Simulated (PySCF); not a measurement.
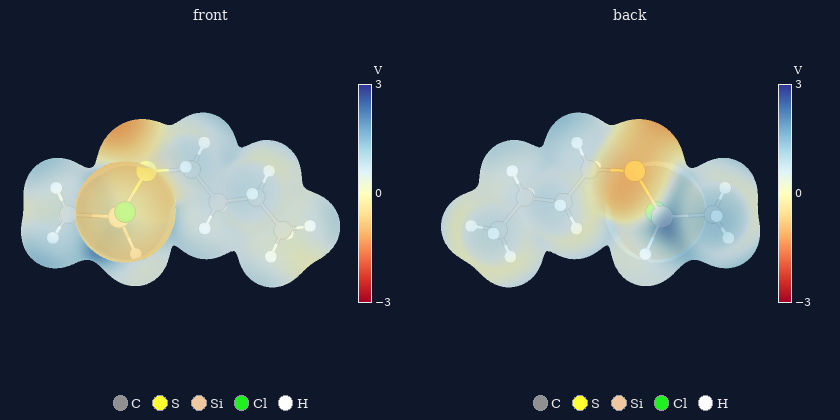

Figure. C$_{5}$H$_{13}$ClSSi. The molecular electrostatic potential painted on the density surface at 0.004 e/bohr³, seen from the front and from behind; red is negative and blue positive.

Geometry: PBE0-D3(BJ)/def2-SVP.

All numbers below come from wB97X-D/pcSseg-1, SCF density, in a chloroform solvent model, non-relativistic (PySCF).

```xyz
21

C    -3.3695    0.3443   -1.0074
C    -2.2952    1.0169   -0.1678
C    -1.1262    0.0947    0.1576
C    -0.0586    0.7842    0.9867
S     1.3043   -0.3036    1.5472
Si    2.3210   -0.7219   -0.2771
C     3.9841   -1.4312    0.1612
Cl    2.5777    1.0465   -1.3506
H    -2.9632   -0.0059   -1.9697
H    -4.2003    1.0316   -1.2275
H    -3.7906   -0.5324   -0.4896
H    -2.7370    1.3876    0.7742
H    -1.9161    1.9109   -0.6937
H    -1.4865   -0.7980    0.6970
H    -0.6815   -0.2754   -0.7831
H     0.3847    1.6336    0.4442
H    -0.4843    1.1801    1.9219
H     1.5512   -1.6184   -1.1850
H     4.5622   -0.7013    0.7463
H     4.5470   -1.6767   -0.7522
H     3.8677   -2.3487    0.7584
```

Q: Describe the electrostatic potential map.

A: The most negative region (about −1.2 V) lies over S5, the most positive (about +2.0 V) over Si6.

Q: How polar is the molecule by this calculation?

A: Its dipole moment is 1.39 D.
